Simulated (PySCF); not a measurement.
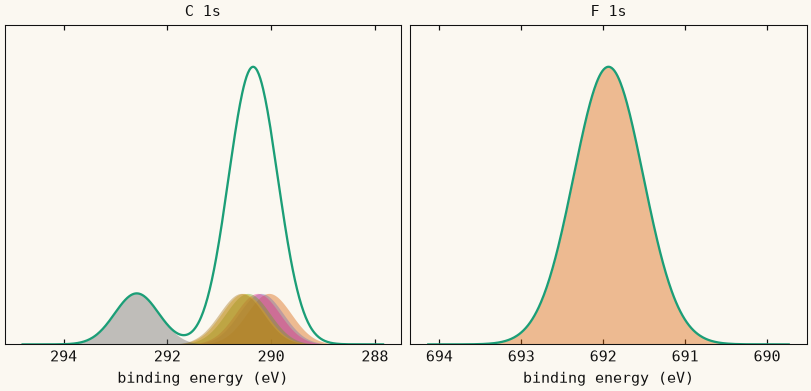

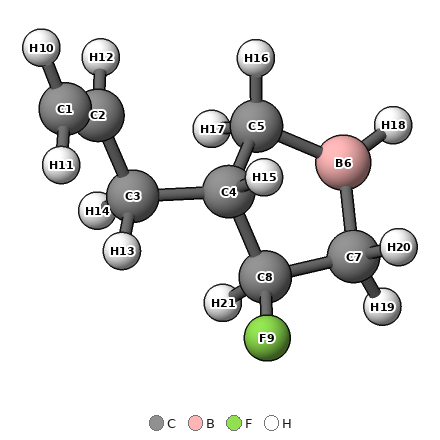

Simulated XPS of C₇H₁₂BF, SMILES C=CC[C@@H]1CBC[C@H]1F. Vertical core-electron binding energies by ΔSCF (SCAN, pcX-2 on the ionised atom, pcseg-1 elsewhere, spin-free X2C; PySCF, at a PBE0-D3(BJ)/def2-SVP geometry (no frequency check)), gas phase, against the vacuum level. One atom of each kind was ionised; within a panel, areas follow the number of like atoms, each panel is scaled alone, Gaussians of 1.0 eV full width. Only the regions named are shown. Lines closer than the width merge in the curve.

**Which atoms give which peak?**

```tsv
level	atoms	binding energy (eV)
C 1s	C8	292.6
C 1s	C3	290.6
C 1s	C4	290.5
C 1s	C2	290.4
C 1s	C7	290.3
C 1s	C5	290.2
C 1s	C1	290.0
F 1s	F9	691.9
```

**How large is the chemical shift across the C 1s region?**

2.5 eV, from C1 at 290.0 eV to C8 at 292.6 eV.

Note: one conformer of a flexible molecule.
